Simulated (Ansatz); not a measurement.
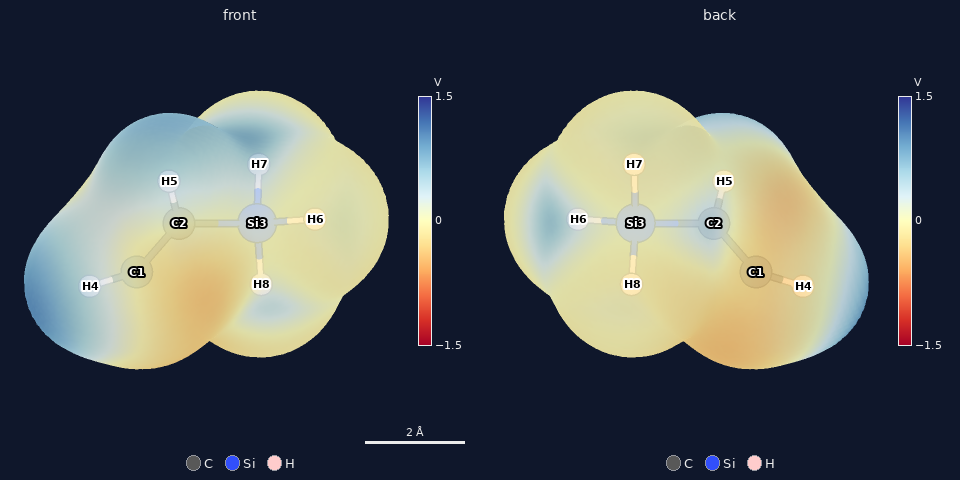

Figure 1: C₂H₅Si (SMILES [CH]=C[SiH3]) (doublet). The electrostatic potential painted on the density surface at 0.001 e/bohr³, seen from the front and from behind; the colour scale runs from red (negative) to blue (positive).

Geometry: PBE0-D4/def2-TZVP.

Level of theory: UKS PBE0-D4/def2-TZVPP (Ansatz 0.2.0).

```xyz
8

C    -1.2207    0.2317   -1.1714
C    -0.1005    0.5184   -0.5721
Si    0.5517   -0.4977    0.8542
H    -1.8379    0.6002   -1.9799
H     0.4886    1.3828   -0.9041
H     0.7036    0.3617    2.0591
H     1.8925   -1.0446    0.5131
H    -0.3852   -1.6096    1.1454
```

Describe the electrostatic potential map.

Answer. The most negative region (about −0.5 V) lies over C1 and C2, the most positive (about +1.0 V) over H4.
